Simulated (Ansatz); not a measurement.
# Al(111) with 4 thermally displaced layers, 2x2: scattering by thermal displacements

Aim: the resistivity of Al at 300 K from frozen thermal displacements between perfect leads.

Main program and level: Ansatz 0.2.0; Ansatz plane-wave DFT, PBE, PAW files; ballistic transport by layer matching (Landauer), zero bias; PAW set soft_1.

### 1. Starting point

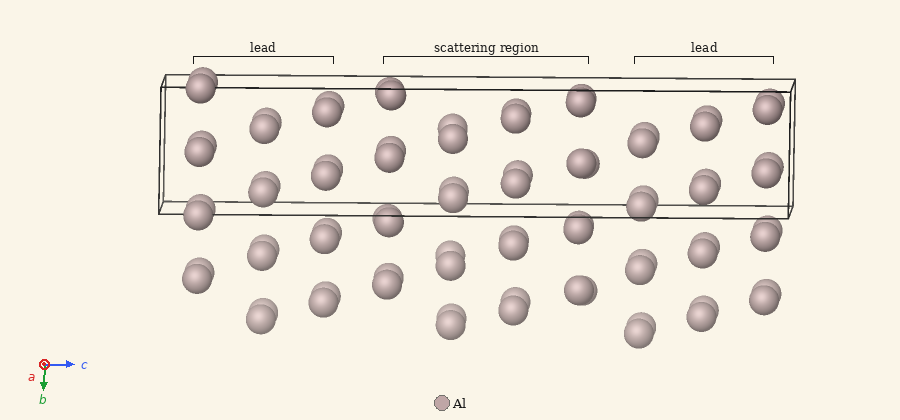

Start, viewed from the side, with the c axis across the page; aluminium light grey. 1×2×1 cells are drawn.

The cell holds 40 atoms: 40 Al. Cell: a = 5.725 Å, b = 5.725 Å, c = 23.429 Å, α = 93.5°, β = 86.5°, γ = 120.0°. It derives from Al. Regions: lead, 24 atoms (24 Al); scattering region, 16 atoms (16 Al). The structure is stacked along c, and the current runs across the ab planes.

### 2. With 4 displaced layers

Each atom of 4 layers is moved at random, by amounts drawn from a normal law 0.0966 Å wide in each direction from the Debye model (428 K) at 300 K. The layers about the cell's end stay perfect and serve as the lead. Disorder leaves little or no symmetry, which makes such runs dear. Energies from -0.05 to 0.05 eV in steps of 0.05 eV are too few for the program's thermal sum, so it prints no conductance; for a metal the transmission near the Fermi level serves, at a fraction of the cost.

File input.yaml:

```yaml
crystal:
  lattice:
    - [5.7246940741, 0.0, 0.0]
    - [-2.862347037, 4.957730497, 0.0]
    - [1.4311735185, -0.8262884162, 23.3709656917]
  atoms:
    - { symbol: Al, position: [0.9916666667, 0.0083333333, 0.05] }
    - { symbol: Al, position: [0.9916666667, 0.5083333333, 0.05] }
    - { symbol: Al, position: [0.4916666667, 0.0083333333, 0.05] }
    - { symbol: Al, position: [0.4916666667, 0.5083333333, 0.05] }
    - { symbol: Al, position: [0.1416666667, 0.3583333333, 0.15] }
    - { symbol: Al, position: [0.1416666667, 0.8583333333, 0.15] }
    - { symbol: Al, position: [0.6416666667, 0.3583333333, 0.15] }
    - { symbol: Al, position: [0.6416666667, 0.8583333333, 0.15] }
    - { symbol: Al, position: [0.2916666667, 0.2083333333, 0.25] }
    - { symbol: Al, position: [0.2916666667, 0.7083333333, 0.25] }
    - { symbol: Al, position: [0.7916666667, 0.2083333333, 0.25] }
    - { symbol: Al, position: [0.7916666667, 0.7083333333, 0.25] }
    - { symbol: Al, position: [0.9420598886, 0.0562015152, 0.3526458043] }
    - { symbol: Al, position: [0.9379707784, 0.5481499753, 0.3514938725] }
    - { symbol: Al, position: [0.4733670174, 0.0762934841, 0.3470926298] }
    - { symbol: Al, position: [0.4142262125, 0.546223314, 0.3501707317] }
    - { symbol: Al, position: [0.0511797588, 0.4032144134, 0.4448527171] }
    - { symbol: Al, position: [0.0742341306, 0.8975159205, 0.4486932562] }
    - { symbol: Al, position: [0.6088494287, 0.4285481198, 0.4494689795] }
    - { symbol: Al, position: [0.6079941387, 0.8956204835, 0.451452208] }
    - { symbol: Al, position: [0.2583321128, 0.2596523122, 0.5469283511] }
    - { symbol: Al, position: [0.2215119305, 0.7495705896, 0.5509097011] }
    - { symbol: Al, position: [0.7227110703, 0.2541499349, 0.5493421872] }
    - { symbol: Al, position: [0.7526342221, 0.7627585845, 0.5514681658] }
    - { symbol: Al, position: [0.8788371634, 0.106348877, 0.65323887] }
    - { symbol: Al, position: [0.9035522891, 0.5848550416, 0.6562545353] }
    - { symbol: Al, position: [0.4217924302, 0.1237317219, 0.6510925564] }
    - { symbol: Al, position: [0.3992199704, 0.6380785137, 0.6580984955] }
    - { symbol: Al, position: [0.0416666667, 0.4583333333, 0.75] }
    - { symbol: Al, position: [0.0416666667, 0.9583333333, 0.75] }
    - { symbol: Al, position: [0.5416666667, 0.4583333333, 0.75] }
    - { symbol: Al, position: [0.5416666667, 0.9583333333, 0.75] }
    - { symbol: Al, position: [0.1916666667, 0.3083333333, 0.85] }
    - { symbol: Al, position: [0.1916666667, 0.8083333333, 0.85] }
    - { symbol: Al, position: [0.6916666667, 0.3083333333, 0.85] }
    - { symbol: Al, position: [0.6916666667, 0.8083333333, 0.85] }
    - { symbol: Al, position: [0.8416666667, 0.1583333333, 0.95] }
    - { symbol: Al, position: [0.8416666667, 0.6583333333, 0.95] }
    - { symbol: Al, position: [0.3416666667, 0.1583333333, 0.95] }
    - { symbol: Al, position: [0.3416666667, 0.6583333333, 0.95] }
kpoints:
  mp_grid: { grid: [5, 5, 1] }
hamiltonian:
  xc: pbe
  pseudopotentials: { kind: paw, azcp: { folder: soft_1 } }
scf:
  occupations: { method: fermi_dirac, width: 0.1 }
output:
  transmission:
    leads: [[0, 4]]
    kmesh: [10, 10]
    e_range: [-0.05, 0.05]
    de: 0.05
  write_potential: true
  write_density: true
  volumetric_format: npy
  elf: true
```

Run with:

```bash
> ansatz run input.yaml --threads 4 --pin off --max-ram 15360MiB --backend cpu --events-out ev --progress --plain --runs-dir out
```

Numbers of over 12 decimals in the logs are rounded to 6 here.

The log of the run:

```text
Engine: ansatz 0.2.0, aarch64-unknown-linux-gnu
Pseudopotentials: kind: paw
Pseudopotential: Al, paw, valence charge 3, recommended cutoff 420 eV (normal), soft_1/Al.paw.azcp
Functional definition: PBE
  parameter kappa = 0.804
  parameter beta = 0.066725
  exchange = pbe_x(kappa = kappa, mu = beta*pi^2/3)
  correlation = pbe_c(beta = beta)
Crystal: 40 atoms, lattice volume = 663.303 Å³
Basis set: ecut = 420 eV, 13043 PW (Γ)
Bands: 100, of which v1, the nominal top of the filled ones, is band 60 counted from 1 (59 counted from 0)
Symmetry: 1 space group operations
Space group: P1 (ITA 1), of the structure as read, at distance tolerance 8.7e-5 Å
k-points: 13 of 25 (time reversal used)
Non-local potential: Al, projectors of the file, l = 0: 2, l = 1: 2, l = 2: 1
PAW form: soft (Blöchl's): semilocal exchange-correlation on the pseudo side does not see the compensation charge
PAW one-centre angular grid: Al, 110 points (default); XC on 64 Gauss nodes
Initial density: superposition of atomic densities (chi_scale 0.1, normalization cell)
Initial wavefunctions: pseudopotential atomic-orbital guess
Functional: x = pbe(κ = 0.804, μ = 0.219515), c = pbe(β = 0.066725)
SCF iter   1: F=—  HF=-21500.845268 eV  |F-HF|=—  |Δ(HF+E_count)|=         —  Δρ=2.34e-2  dr2=4.89e0  ethr=3.10e-3  ⟨swp⟩=6.0  Hψ=5944  notcnv=0  defer=44
preconditioner: auto → Kerker (q_TF=auto, 2.052 Å⁻¹)  [metal: Δε(μ)=0.020 eV  Ē_g=6.728 eV  σ=0.100 eV  W_gap=0.05  n_scr=86 (ndim 8)  ℏωp=15.8 eV  f_vac=0.000  D(μ)=19.81/eV (n_scr^D=138)]
SCF iter   2: F=—  HF=-21500.074205 eV  |F-HF|=—  |Δ(HF+E_count)|=   7.71e-1  Δρ=1.53e-2  dr2=1.94e0  ethr=3.10e-3  ⟨swp⟩=1.3  Hψ=1508  notcnv=0  defer=54
SCF iter   3: F=—  HF=-21499.206838 eV  |F-HF|=—  |Δ(HF+E_count)|=   8.67e-1  Δρ=1.17e-3  dr2=1.49e-2  ethr=1.62e-3  ⟨swp⟩=2.0  Hψ=1474  notcnv=0  defer=107
SCF iter   4: F=—  HF=-21499.201125 eV  |F-HF|=—  |Δ(HF+E_count)|=   5.71e-3  Δρ=2.41e-4  dr2=9.73e-4  ethr=1.24e-5  ⟨swp⟩=2.4  Hψ=1897  notcnv=0  defer=112
SCF iter   5: F=—  HF=-21499.200856 eV  |F-HF|=—  |Δ(HF+E_count)|=   2.70e-4  Δρ=2.38e-5  dr2=1.85e-5  ethr=8.11e-7  ⟨swp⟩=2.0  Hψ=1947  notcnv=0  defer=112
SCF iter   6: F=—  HF=-21499.200862 eV  |F-HF|=—  |Δ(HF+E_count)|=   6.64e-6  Δρ=6.04e-6  dr2=4.08e-7  ethr=1.54e-8  ⟨swp⟩=1.5  Hψ=1314  notcnv=0  defer=112
SCF iter   7: F=-21499.200862 eV  HF=-21499.200862 eV  |F-HF|=5.74e-9  |Δ(HF+E_count)|=   6.69e-9  Δρ=1.41e-6  dr2=1.80e-8  ethr=8.33e-11  ⟨swp⟩=12.9  Hψ=5495  notcnv=0
SCF 1 converged in 7 iterations: F = -21499.200862 eV  dr2 = 1.80e-8
  greatest PAW one-centre occupation: 0.453 electrons in one spin orbital (limit 2), on the Al atom at site 18 (counted from 0), in its partial waves of l = 0
transmission: 159 of 1508 steps passed
transmission: 306 of 1508 steps passed
[...]
transmission: 1508 of 1508 steps passed
SCF converged after 7 iterations
Free energy (F): -21499.200862 eV
Harris-Foulkes:  -21499.200862 eV  (|F-HF|=5.74e-9)
Internal energy: -21498.555974 eV  (E = F + TS)
E sigma→0 (E₀):  -21498.878418 eV
Entropy (-TS):   -0.644888 eV (-16.122 meV/atom)
Fermi energy:    7.928024 eV
--- Per-component energies (eV) ---
  E_band       = 415.731165
  E_kinetic    = 900.122673
  E_local      = 402.419442  (includes V_loc(G=0)·N_el)
  E_nonlocal   = 400.625233
  E_hartree    = 9.183381
  E_xc         = -1506.766494
  E_vxc        = -1165.778629  (∫ρ·V_xc dr)
  E_paw        = -18776.483323  (= ΣΔE_a)
  E_vpaw       = -140.024345  (= ΣTr[D̂ρ^β])
  E_aug_tail   = -0.000082  (compensation charges beyond the density's cutoff)
  E_ewald      = -2927.656804
  E_smearing   = -0.644888  (= −TS)
  E_closure    = 0.000000  (closes the sum)
  Σ components = -21499.200862   (vs F -21499.200862, Δ=0.00e0)
--- Band table (eV; the first three rows and the last of 13) ---
  k-point 0: bands = [... 56 lower, 6.3406, 6.7138, 6.7472, 6.7631, 6.7858, 7.1027, 7.1528, 7.1534, ... 36 higher]
  k-point 1: bands = [... 56 lower, 6.6983, 6.8926, 7.0483, 7.1907, 7.3451, 7.3847, 7.5097, 7.5712, ... 36 higher]
  k-point 2: bands = [... 56 lower, 7.8512, 7.9321, 7.9977, 8.0640, 8.1519, 8.1701, 8.2730, 8.3713, ... 36 higher]
  k-point 12: bands = [... 56 lower, 7.4654, 7.5488, 7.7893, 7.9430, 7.9673, 8.0059, 8.0690, 8.1233, ... 36 higher]
--- Transmission ---
  basis      : 253 plane waves across, 29 finite elements along
  points     : 52, standing for a mesh of 10 x 10
  energies   : 3 from -0.050000 to 0.050000 eV about the Fermi level, 0.050000 eV apart; the leads are filled to 0.000000 eV, and channels, transmission and decay are at 0.000000 eV
  crystal 0  : Al4, at the sites [0, 4], period 2.3371 Å, over 14.02 Å; its Hamiltonian steps by up to 9.1 meV
    offset         : up to 0.0000 Å between an atom of the period and one for which it stands
    channels       : 5.410000e0 a spin
    conductance    : none, the energies end too early or step too widely for 300 K: set another output.transmission.e_range or a lower de, or, where they end at an eighth of basis.ecutwfc, a higher one
  junction   : crystal 0 to crystal 0, 0.70 to 21.73 Å
    transmission   : 5.033366e0 a spin
    conductance    : none, the energies end too early or step too widely for 300 K: set another output.transmission.e_range or a lower de, or, where they end at an eighth of basis.ecutwfc, a higher one
```

The job ended after 6.1 min (4 threads of Arm Neoverse V2, shared host; peak memory 1.7 GiB).

In the SCF lines HF is the Harris–Foulkes energy and dr2 the Hartree energy of the density residual, in eV; the loop may stop once dr2 is under the threshold and the program's other checks hold. Hψ counts applications of the Hamiltonian.

Numbers from this step:

- free energy: -21499.2009 eV
- energy at zero smearing: -21498.8784 eV
- Fermi energy: 7.928 eV
- cell area: 28.38 Å²
- transmission per spin nearest the Fermi level: 5.033
- open channels per spin nearest the Fermi level: 5.41
- step of the lead's potential: 9.1 meV

Per spin. Table of transmission, zone mean by energy, zero at the Fermi level:

| energy (eV) | transmission, zone mean |
| --- | --- |
| -0.0500 | 4.96 |
| 0.0000 | 5.03 |
| 0.0500 | 5.14 |

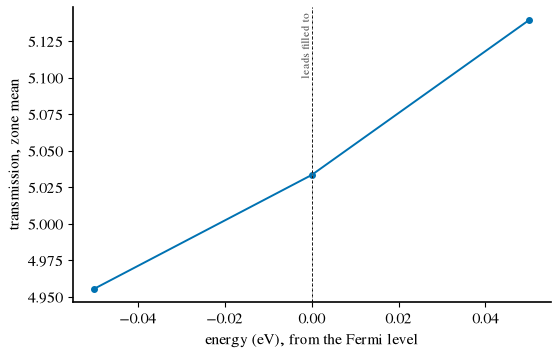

Transmission, zone mean, plotted against energy.

Per spin. Table of open channels, zone mean, lead by energy, zero at the Fermi level:

| energy (eV) | open channels, zone mean, lead |
| --- | --- |
| -0.0500 | 5.29 |
| 0.0000 | 5.41 |
| 0.0500 | 5.57 |

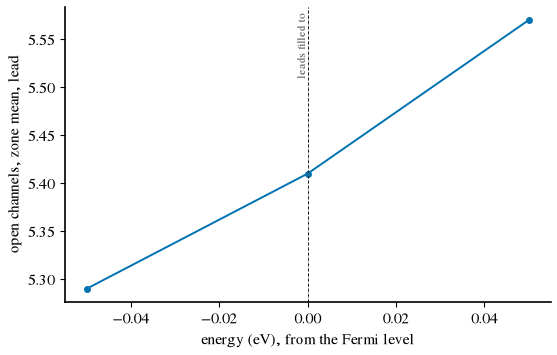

Open channels, zone mean, lead, plotted against energy.

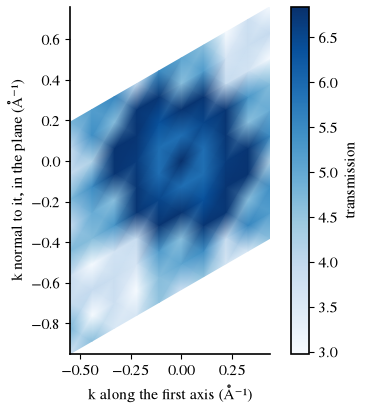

Transmission over k1 and k2. At 0.0000 eV from the Fermi level.

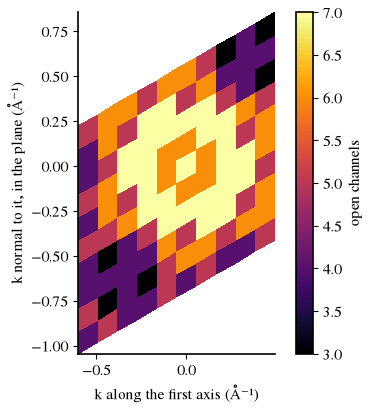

Open channels over k1 and k2. At 0.0000 eV from the Fermi level.

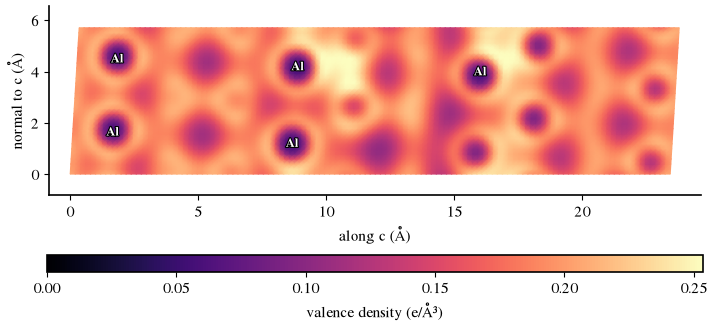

Valence density in the ca plane at fractional y = 0.546, with atoms of Al within 0.2 Å of it. It is the smooth field of the valence electrons, not physical close to the nuclei. The map starts off the cell's origin, so that atoms lie inside it.

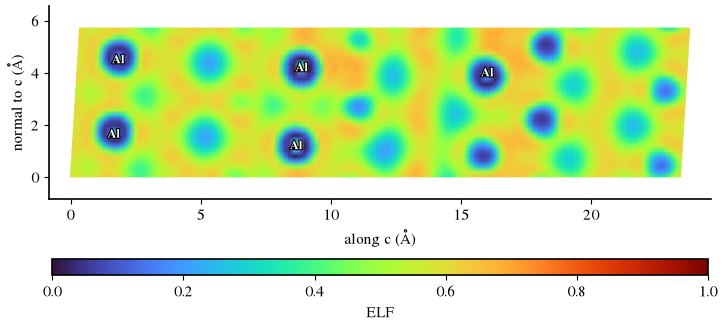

ELF in the ca plane at fractional y = 0.546, with atoms of Al within 0.2 Å of it. It is the smooth field of the valence electrons, not physical close to the nuclei. The map starts off the cell's origin, so that atoms lie inside it.

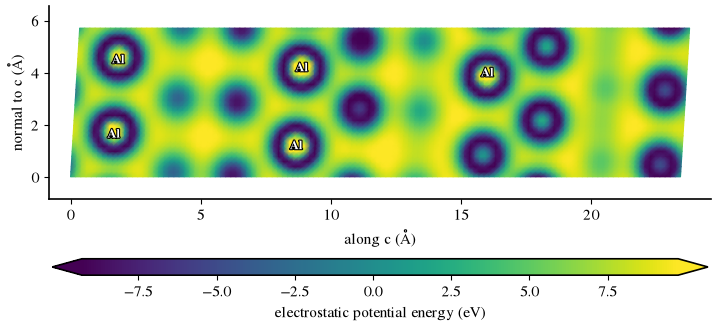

Electrostatic potential energy in the ca plane at fractional y = 0.546, with atoms of Al within 0.2 Å of it. With pseudopotentials it is smooth inside the atoms' cores, unlike the true potential. The map starts off the cell's origin, so that atoms lie inside it.

Over the solved energies the transmission per spin lies between 4.96 and 5.14, out of 5.42 channels of the lead on average (up to 5.57).

[end of part 1 of 2]

[Logs are printed without paths, hosts, clocks, repeated set-up lines and the standing remarks that a program may print on its own settings, such as how far it seeks lower states.]

[Hosts, paths, dates, database ids (printed as entryN), source tags and the programs' standing remarks are cut or masked in the printed files.]
